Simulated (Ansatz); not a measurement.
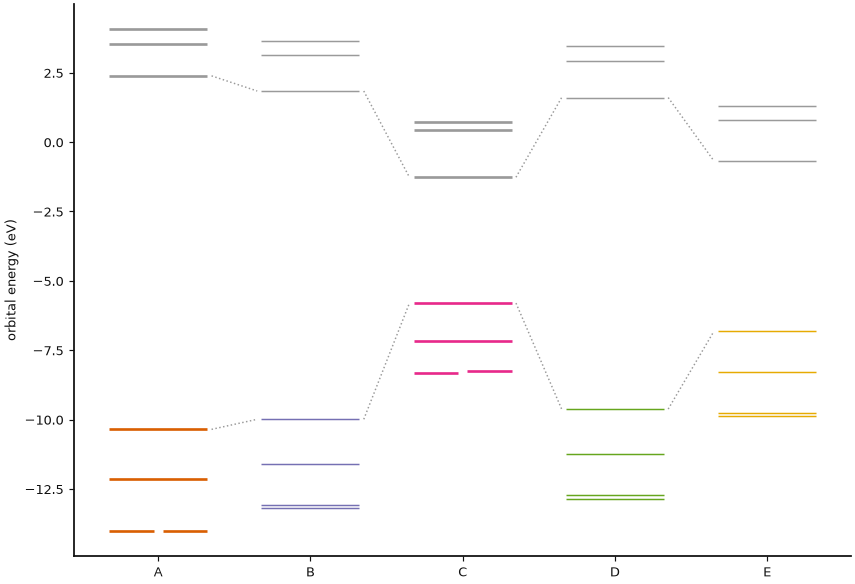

Frontier orbital energies of C₂H₈AlFO, SMILES [CH3][Al-]([CH3])([OH2+])[F], singlet at one geometry, def2-TZVPP, the Ansatz code, at a PBE0-D4/def2-TZVP geometry (a minimum by its frequencies). Empty levels are grey, levels within 0.1 eV stand side by side; all columns show the same few orbitals around the gap. Dotted lines join the HOMOs and the LUMOs.

The columns come from BLYP, HF, HSE06, LC-wPBE and ωB97X-V. Which is which?

A: HF (HOMO −10.35, LUMO 2.39, separation 12.74 eV)
B: LC-wPBE (HOMO −9.99, LUMO 1.84, separation 11.83 eV)
C: BLYP (HOMO −5.80, LUMO −1.27, separation 4.54 eV)
D: ωB97X-V (HOMO −9.62, LUMO 1.60, separation 11.23 eV)
E: HSE06 (HOMO −6.82, LUMO −0.68, separation 6.15 eV)

Limits of at least one run: empty levels above zero depend strongly on the basis.
